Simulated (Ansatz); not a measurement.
# AlNi (Pm-3m): the Drude term of Re ε in the infrared

Re ε of AlNi (Pm-3m) at low photon energies is read from one computed spectrum; the carriers' damping was typed as γ = 0.05 eV.

Cell: a, b, c = 2.881, 2.881, 2.881 Å (primitive vectors), 2 atoms.

Method: Ansatz 0.2.0, PBE, independent particles, k-mesh 14×14×14 with interpolation inside its cells, Gaussian parameter 0.1 eV.

Launch of the response step: `ansatz run input.yaml --threads 4 --pin off --max-ram 8192MiB --backend cpu --events-out ev --progress --plain --runs-dir out`. The run took 30 s, on 4 threads of AMD EPYC (Zen 3), with other jobs on the host.

```
photon energy E (eV)  wavelength (µm)    Re ε
                0.25             4.96       ?
                0.30             4.13  -549.9
                0.35             3.54  -408.4
                0.40             3.10  -312.6
                0.50             2.48  -196.5
                0.60             2.07  -132.4
                0.70             1.77   -93.5
```

A Drude term over a constant background gives Re ε = ε_b − ωp²/(E² + γ²), linear in 1/(E² + γ²).

Working, on the rows shown:

| x = 1/(E² + γ²) (eV⁻²) | y = Re ε |
| --- | --- |
| 10.8108 | -549.9 |
| 8 | -408.4 |
| 6.15385 | -312.6 |
| 3.9604 | -196.5 |
| 2.75862 | -132.4 |
| 2.03046 | -93.5 |

Means: x̄ = 5.619, ȳ = -282.22. Σ(x − x̄)(y − ȳ) = -2954, Σ(x − x̄)² = 56.72. Slope = -2954 / 56.72 = -52.09; intercept = ȳ − slope · x̄ = 10.459. The line misses the rows shown by at most 2.7.

Task: What does the fit predict for the withheld row, and how well does it do?

Result: At x = 15.385 the line gives y = -790.87. The run gave -775.1, so the extrapolation is off by 16, 2 % of the range in the table.

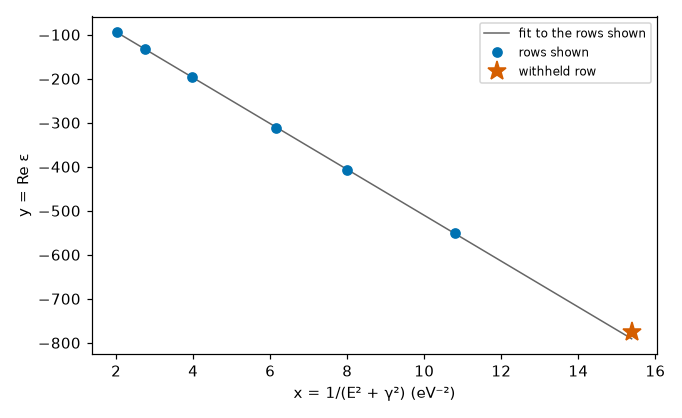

Refitted with all rows, the slope is -51.13 and the intercept 6.024. These give ωp = √(−slope) = 7.15 eV, against 7.13 eV from the program's Fermi-surface sum, and an intercept of 6.0. Taking the program's Drude term off the rows leaves 8 at the lowest energy and 10 at the highest, so the background isn't constant: interband transitions lie in or near the window, and neither fitted number can be trusted. The cell comes from an older database entry, whose edges can be off by a per cent or so. The values come from a sum over the points of one k-mesh and carry its error, which is largest for Fermi-surface quantities.

[Logs are printed without paths, hosts, clocks, repeated set-up lines and the standing remarks that a program may print on its own settings, such as how far it seeks lower states.]
